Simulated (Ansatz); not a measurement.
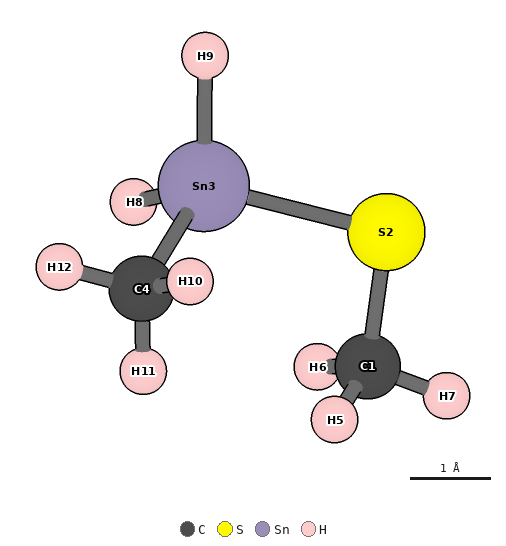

**Figure 1.** The input geometry of run A (ball-and-stick view, seen at a tilt; atoms are numbered from 1 in the order of the input). Sticks mark near contacts. Bond lengths as drawn: C–H 1.09 Å, C–S 1.82 Å, C–Sn 2.14 Å, H–Sn 1.71 Å and S–Sn 2.40 Å.

## C2H8SSn: one change and its effect

System: C2H8SSn, SMILES C[S][SnH2][CH3].
Method of run A: RKS PBE0-D4/def2-TZVPP (Ansatz 0.2.0).

The geometry comes from this level: PBE0-D4/def2-TZVP. Text and figures count atoms from 1; the logs count them from 0 in places.

## The input, run A
```yaml
crystal:
  periodic: [false, false, false]
  atoms:
    - {symbol: C, position_ang: [-1.349349, 1.636367, -0.433422]}
    - {symbol: S, position_ang: [0.068388, 1.844333, 0.683798]}
    - {symbol: Sn, position_ang: [0.540806, -0.460673, 1.160357]}
    - {symbol: C, position_ang: [1.135135, -1.450194, -0.640227]}
    - {symbol: H, position_ang: [-1.068691, 1.115007, -1.348969]}
    - {symbol: H, position_ang: [-2.170099, 1.109900, 0.055010]}
    - {symbol: H, position_ang: [-1.689418, 2.637790, -0.697771]}
    - {symbol: H, position_ang: [-0.887906, -1.174550, 1.782163]}
    - {symbol: H, position_ang: [1.785744, -0.452408, 2.327596]}
    - {symbol: H, position_ang: [2.007359, -0.949068, -1.058934]}
    - {symbol: H, position_ang: [0.322059, -1.420450, -1.365613]}
    - {symbol: H, position_ang: [1.382873, -2.491355, -0.429988]}
basis:
  gaussian: {orbitals: def2-TZVPP}
hamiltonian: {xc: pbe0, dispersion: d4}
output: {orbitals: {seedname: orbitals}}
```

Hardware: 4 CPU threads, shared host.

## Output (run A)
```
Functional definition: PBE0
  parameter a = 0.25
  parameter kappa = 0.804
  parameter beta = 0.06672455060314922
  exchange = (1 - a)*pbe_x(kappa = kappa, mu = beta*pi^2/3) + a*exact_x
  correlation = pbe_c(beta = beta)
1608 factors; their error is unknown
mean field evaluation 1: about -18857.2657 eV, gradient 6.4e1 eV
mean field evaluation 2: about -18851.0147 eV, gradient 7.6e1 eV
mean field evaluation 4: about -18866.5031 eV, gradient 2.7e0 eV
mean field evaluation 8: about -18866.5136 eV, gradient 3.9e-2 eV
mean field evaluation 16: about -18866.5850 eV, gradient 1.1e-4 eV
mean field -18866.58495068 eV, -693.3342087071 hartree, gradient 3.5e-5 eV, S^2 0.000000; 0 other end points of the search recorded, 0 dependent functions left out
reference -18866.58498864 eV, -693.3342101021 hartree; 29, 29 occupied and 237, 237 virtual orbitals, 1608 factors
Total energy: -18866.81408300 eV, -693.3426291645 hartree
```

For run B the input was changed thus:
```diff
-  gaussian: {orbitals: def2-TZVPP}
+  gaussian: {orbitals: "def2-QZVPP.json"}
```

Predict how the results change.

The total energy of run B is 12.0 kcal/mol lower, which measures the change of basis and not a stability. The LUMO goes from −0.09 to −0.19 eV. The basis functions go from 266 to 506.

## Output (run B)
```
Functional definition: PBE0
  parameter a = 0.25
  parameter kappa = 0.804
  parameter beta = 0.06672455060314922
  exchange = (1 - a)*pbe_x(kappa = kappa, mu = beta*pi^2/3) + a*exact_x
  correlation = pbe_c(beta = beta)
1691 factors; their error is unknown
mean field evaluation 1: about -18856.7323 eV, gradient 6.8e1 eV
mean field evaluation 2: about -18849.4691 eV, gradient 8.1e1 eV
mean field evaluation 4: about -18867.0148 eV, gradient 3.6e0 eV
mean field evaluation 8: about -18867.0315 eV, gradient 6.3e-2 eV
mean field evaluation 16: about -18867.1050 eV, gradient 1.6e-4 eV
mean field -18867.10495743 eV, -693.3533186025 hartree, gradient 3.1e-5 eV, S^2 0.000000; 0 other end points of the search recorded, 0 dependent functions left out
reference -18867.10500360 eV, -693.3533202994 hartree; 29, 29 occupied and 477, 477 virtual orbitals, 1691 factors
Total energy: -18867.33409796 eV, -693.3617393618 hartree
```

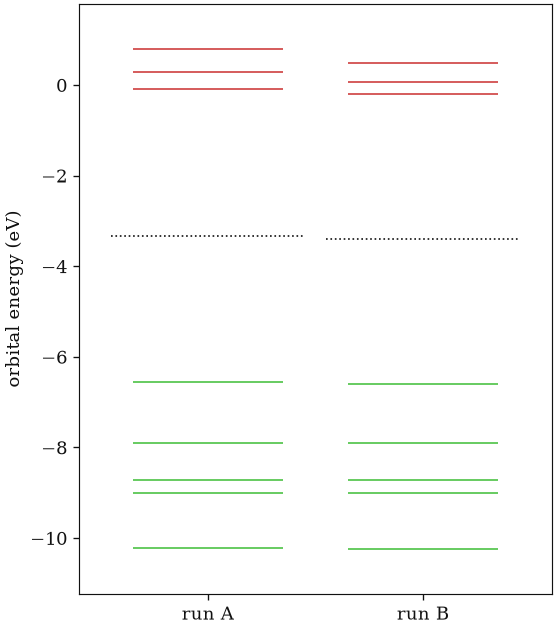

**Figure 2.** The five highest filled and three lowest empty orbital energies of the two runs; the dotted lines part filled from empty levels. The HOMO–LUMO gap is 6.48 eV in run A and 6.40 eV in run B.

## The two runs side by side

| quantity | run A | run B |
| --- | --- | --- |
| outcome | converged | converged |
| total energy (hartree) | −693.342629 | −693.361739 |
| HOMO (eV) | −6.57 | −6.59 |
| LUMO (eV) | −0.09 | −0.19 |
| basis functions | 266 | 506 |
| wall time (shared host) | 2.2 s | 6.5 s |
